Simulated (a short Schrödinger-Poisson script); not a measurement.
Stack: symmetric double-gate stack, SiO2 on p-type Ge(111), at 300 K.

```csv
layer,material,thickness (nm),Na (cm⁻³)
1,SiO2,1.8,-
2,Ge,6,3e17
3,SiO2,1.8,-
```

Constants are typed, rounded textbook-type inputs, not results; the design itself was drawn at random and stands for no fabricated device. SiO2: permittivity 3.9, conduction-band edge (eV) 3.1, gap (eV) 9, electron mass (mₑ) 0.5. Ge: permittivity 16, conduction-band edge (eV) 0, gap (eV) 0.664, Nv at 300 K (cm⁻³) 6e18.

Channel valleys (confinement mass, in-plane density-of-states mass, number): L1 1.59, 0.08, 1; L3 0.09, 0.34, 3. At the gates, both at one voltage, the conduction-band edge of layer 1 lies 3.32 eV − eVg above the Fermi level of the channel. Gaps are held at their typed values at every temperature. Mesh 0.03 nm at interfaces.

Solved with a short Schrödinger-Poisson script written for these runs: 1D Poisson equation in equilibrium, electrons quantum, Hartree (BenDaniel-Duke, 12 states a valley, the channel's in-plane mass for all, wave functions ending at the dielectric), parabolic valleys, classical holes, full ionisation, no traps, pinning or gate leakage.

Only gate voltages with over 1e8 electrons/cm² are shown.

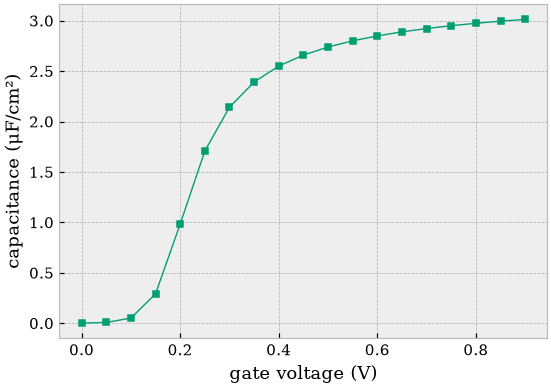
Figure. Quasi-static capacitance against gate voltage

| Vg (V) | electrons (cm⁻²) | C (μF/cm²) | L1 E0 (meV) | L1 E1 (meV) | L3 E0 (meV) | L3 E1 (meV) |
|---|---|---|---|---|---|---|
| 0 | 1.74e8 | < 0.003 | 235.4 | 254.9 | 344.9 | 692.8 |
| 0.05 | 1.20e9 | 0.00756 | 185.5 | 204.9 | 295.0 | 642.8 |
| 0.1 | 8.17e9 | 0.0507 | 135.8 | 155.3 | 245.3 | 593.2 |
| 0.15 | 5.15e10 | 0.292 | 88.0 | 107.4 | 197.5 | 545.3 |
| 0.2 | 2.38e11 | 0.984 | 47.5 | 66.6 | 157.0 | 504.5 |
| 0.25 | 6.63e11 | 1.71 | 19.1 | 37.4 | 128.6 | 475.3 |
| 0.3 | 1.27e12 | 2.14 | -0.4 | 17.0 | 109.2 | 455.0 |
| 0.35 | 1.98e12 | 2.39 | -14.8 | 1.5 | 95.0 | 439.6 |
| 0.4 | 2.75e12 | 2.55 | -26.2 | -11.1 | 83.7 | 427.2 |
| 0.45 | 3.56e12 | 2.66 | -35.7 | -21.7 | 74.5 | 416.8 |
| 0.5 | 4.41e12 | 2.74 | -44.0 | -31.1 | 66.6 | 407.6 |
| 0.55 | 5.27e12 | 2.80 | -51.4 | -39.6 | 59.7 | 399.5 |
| 0.6 | 6.15e12 | 2.85 | -58.0 | -47.3 | 53.6 | 392.2 |
| 0.65 | 7.05e12 | 2.89 | -64.1 | -54.5 | 48.1 | 385.5 |
| 0.7 | 7.96e12 | 2.92 | -69.9 | -61.2 | 43.2 | 379.3 |
| 0.75 | 8.87e12 | 2.95 | -75.3 | -67.5 | 38.7 | 373.6 |
| 0.8 | 9.80e12 | 2.97 | -80.5 | -73.6 | 34.5 | 368.2 |
| 0.85 | 1.07e13 | 2.99 | -85.5 | -79.4 | 30.7 | 363.1 |
| 0.9 | 1.17e13 | 3.01 | -90.4 | -85.0 | 27.1 | 358.3 |

Subbands count from the Fermi level. The capacitance is that of both gates.

Only the L valleys are kept; under strong confinement the Δ valleys of Ge fill too.
